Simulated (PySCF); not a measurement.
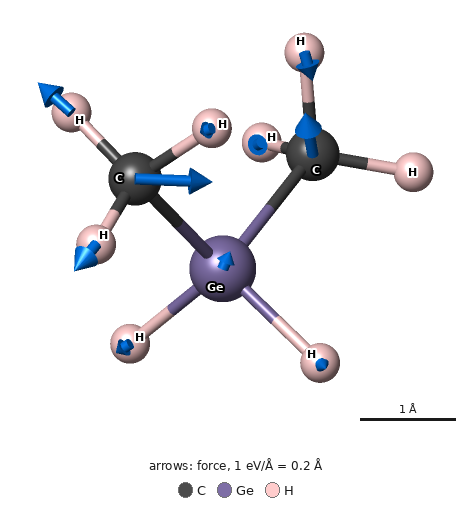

Starting geometry of C2H8Ge with the computed forces as blue arrows. A ball-and-stick model, seen from a free direction.

The start comes from GFN2-xTB. Its atoms were then displaced at random by about 0.03 Å.

All numbers below come from PBE0-D3(BJ)/def2-SVP geometry optimisation, gas phase in PySCF 2.14.0, density-fitted response routines. 

**What follows when this structure is relaxed?**

It isn't relaxed: the largest force vector, on a C atom, is 4.14 eV/Å. The final displacements have little in common with the starting forces (cosine between the two patterns 0.09). Over 12 geometry steps the energy falls by 10.2 kcal/mol. An H atom moves most after the best rigid fit: 0.81 Å. Largest moves by element: H 0.81 Å, C 0.11 Å, Ge 0.11 Å. Some distances before and after: C–H 1.164 → 1.100 Å, C–H 1.044 → 1.100 Å, C–Ge 2.009 → 1.954 Å, Ge–H 1.494 → 1.545 Å. Bond angles that change, for instance: H–C–H 100.6° → 108.4°, Ge–C–H 118.3° → 110.7°, H–C–H 114.8° → 108.4°. Groups turn about C–Ge by about 50°. The run took 50 s on 1 thread of Intel(R) Xeon(R) Platinum 8259CL CPU @ 2.50GHz, on a shared host.
